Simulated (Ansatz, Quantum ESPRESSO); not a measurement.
# Bi2Te3 quintuple layer, 1 layer: the energy at a withheld member of a series

Method. Quantum ESPRESSO 7.5, PBE, GBRV ultrasoft. Cell and atoms are first relaxed; each strained cell is then held and the atoms relax in it. A periodic run with 15 Å of vacuum in the starting cell gives the vacuum levels, and bands follow along a path. The series steps biaxial strain. Energies count from the lowest.

```tsv
biaxial strain	energy (eV)
-4 %	0.1223
-3 %	0.0675
-2 %	0.0294
-1 %	0.0072
1 %	0.0069
2 %	0.0273
3 %	0.0603
4 %	0.1054
```

One more run was made and is withheld. What is the energy at 0 %?

**Fit.** The rows at -1 % and 1 % give a slope of (0.0069 − (0.0072))/(1 − (−1)) = −0.00015, so a straight line gives 0.0070 eV. A parabola through these and the row at -2 % gives −0.0003 eV.

**The withheld run.** 0.0000 eV. The line misses by +0.0070 and the parabola by −0.0003 eV. The parabola does better.

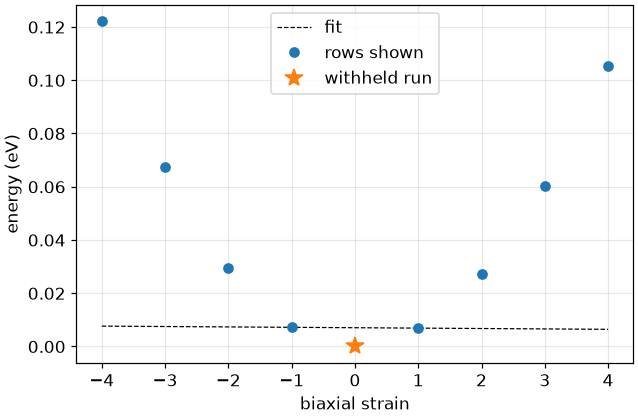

The rows shown, the fit and the withheld run.

**Limits.** Semilocal gaps are too small; the 1×1 cell can't ripple over many cells under compression as a free sheet would. No spin-orbit coupling.

[Logs are printed without paths, hosts, clocks, repeated set-up lines and the standing remarks that a program may print on its own settings, such as how far it seeks lower states.]
